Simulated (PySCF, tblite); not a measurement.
# C₂H₇Si radical: geometry, infrared bands and EPR parameters

Aim: predict the infrared bands and EPR parameters of C₂H₇Si radical (`CC[SiH2]`).

Computed with tblite 0.8.0 and PySCF 2.14.0, with density-fitted response routines of our own, on a single molecule in the gas phase. Atoms count from 0, in the outputs and in this text.

## (1) The molecule as given

10 atoms, charge 0, multiplicity 2; geometry from: force field or distance geometry start.

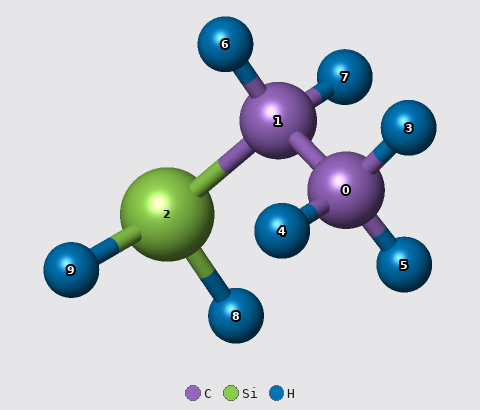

As it starts; carbon purple, silicon green, hydrogen blue, atoms numbered.

## (2) Geometry optimisation with GFN2-xTB

What the job is given:

```
{"job": {"kind": "relax", "xc": "GFN2-xTB", "basis": "xTB"}, "charge": 0, "multiplicity": 2}
C     -0.950800     0.649900     0.056400
C     -0.201200    -0.638200     0.291200
Si     1.591900    -0.652800    -0.256600
H     -1.989500     0.565300     0.410200
H     -0.496300     1.493400     0.589300
H     -1.004000     0.898400    -1.012100
H     -0.224800    -0.865800     1.369300
H     -0.718600    -1.454800    -0.199700
H      1.662600    -0.402400    -1.720700
H      2.339700     0.411600     0.450300
```

The run is started by

```sh
> OMP_NUM_THREADS=1 python probes_run.py task.json out
```

One launch serves the whole session: the jobs run in the order shown.

**Question.** This job is followed by: GFN2-xTB harmonic vibrations, gas phase; UKS B3LYP, pcH-1 on C H Si, non-relativistic, mean-field spin-orbit, GIAO. Predict these results of the whole session: strongest single infrared mode (GFN2-xTB); zero-point energy (GFN2-xTB); g(iso) (B3LYP); ⟨S²⟩; largest a(iso) (averaged by class); potential on the surface of density 0.002 e/bohr³, 1st and 99th percentile.

The runs gave:

| quantity | value |
| --- | --- |
| strongest single infrared mode (GFN2-xTB) | 2299 cm⁻¹, 565 km/mol |
| zero-point energy (GFN2-xTB) | 50.0 kcal/mol |
| g(iso) (B3LYP) | 2.00346 |
| ⟨S²⟩ | 0.752 (exact 0.75) |
| largest a(iso) (averaged by class) | 29Si on Si2, -401.6 MHz |
| potential on the surface of density 0.002 e/bohr³, 1st and 99th percentile | -0.16 V and 0.67 V |

In words: The optimisation took 17 steps and gained 0.064 eV; among the close pairs (by a distance rule), Si2–H8 changed most, from 1.487 to 1.459 Å. All 24 modes are real, so the xTB geometry is a minimum. The strongest single mode, at 2299 cm⁻¹, moves mainly H8 and H9. Unscaled tight-binding wavenumbers are off by several per cent, some by more. Its intensities can rank the bands wrongly. Most of the unpaired spin sits on Si2 (1.01 e). The isotropic g lies 1.1 ppt above the free-electron value. These values are for one conformer; the search (at its own cheap level) found 1 more, at 0.35 kcal/mol, and measured spectra average over such forms.
